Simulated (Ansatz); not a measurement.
**Cl2H2Si···H2O···NH3: density, localisation and related maps**

Input

```
crystal:
  periodic: [false, false, false]
  atoms:
    - { symbol: Si, position_ang: [-1.211014, 1.348893, 0.787856] }
    - { symbol: H, position_ang: [-0.712454, 0.014245, 1.035905] }
    - { symbol: Cl, position_ang: [-2.006354, 1.413135, -1.131548] }
    - { symbol: Cl, position_ang: [-2.73406, 1.674905, 2.164157] }
    - { symbol: H, position_ang: [-0.224813, 2.440434, 0.952911] }
    - { symbol: H, position_ang: [1.287108, -0.230152, -0.806205] }
    - { symbol: O, position_ang: [1.384726, 0.739181, -0.725802] }
    - { symbol: H, position_ang: [0.092957, -1.577212, 0.315034] }
    - { symbol: "N", position_ang: [0.662034, -2.337665, -0.062931] }
    - { symbol: H, position_ang: [1.258809, 1.067, -1.634302] }
    - { symbol: H, position_ang: [1.641105, -2.185102, 0.183517] }
    - { symbol: H, position_ang: [0.561955, -2.367762, -1.078591] }
basis:
  gaussian: { orbitals: def2-mTZVP }
hamiltonian:
  xc: pbe
relax:
  f_tol: 0.03
  max_steps: 50
output:
  orbitals: {}
```

Launched as:

```sh
ansatz run input.yaml --threads 4 --pin off --max-ram 5120MiB --backend cpu --events-out ev --progress --plain --runs-dir out
```

The fields are those of the run's last geometry, not of the input's.

Computed with Ansatz 0.2.0, RKS PBE/def2-mTZVP.

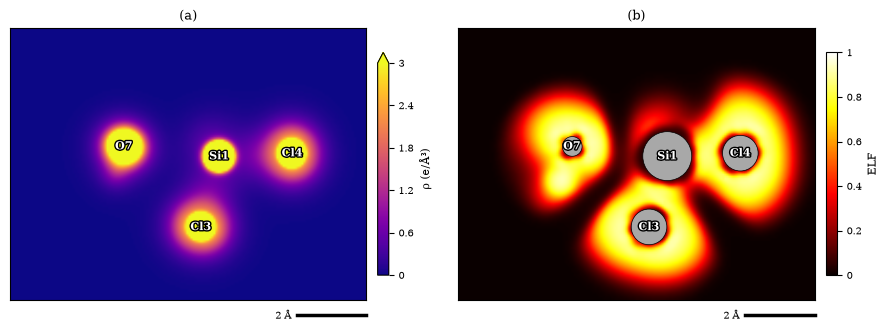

Figure 1. (a) total electron density; (b) ELF on the plane of atoms Cl3, Si1 and Cl4. Grey discs cover the atomic cores in the ELF map.

> Interpret the plot.

- Atoms in the plane: Si, Cl and O.
- Si1···O7 (2.73 Å): the density falls to about 0.13 e/Å³ on the way; the ELF is about 0.10 at the midpoint.
- Si–Cl (2.09 Å): ρ is about 0.83 e/Å³ halfway; the ELF peaks at about 0.90 between the atoms; a polar covalent bond.
- The ELF also peaks beside Cl3, Cl4 and O7, away from the bonds: lone-pair regions.

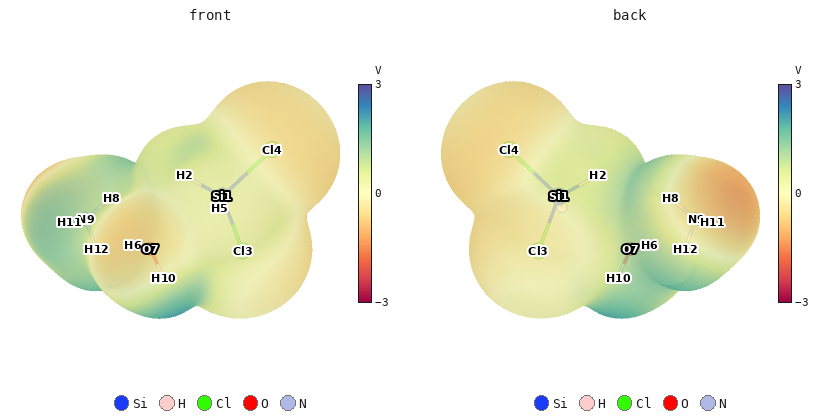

Figure 2. The molecular electrostatic potential painted on the density surface at 0.001 e/bohr³, seen from the front and from behind; the colour scale runs from red (negative) to blue (positive).

> Which sites attract a positive test charge, and which a negative one?

A positive charge is drawn to the negative regions and a negative charge to the positive ones. The most negative region (about −1.3 V) lies over N9, the most positive (about +2.0 V) over H10. N9 is the likeliest acceptor of a hydrogen bond.

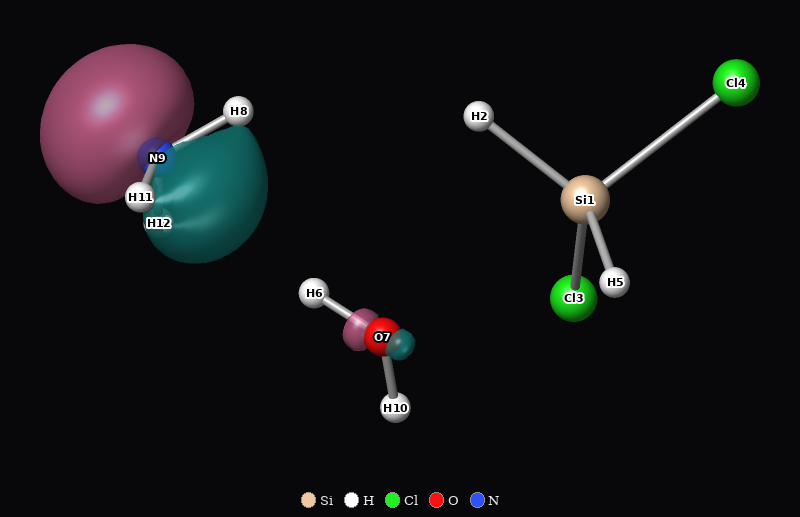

Figure 3. The HOMO at ±0.2 Å⁻³ᐟ² (teal and pink are the two phases), seen across its widest extent.

> Where does this orbital lie, and at what energy?

It lies mainly on N9 (about 80 %); largely a lone pair of N9. Its energy is −6.61 eV.
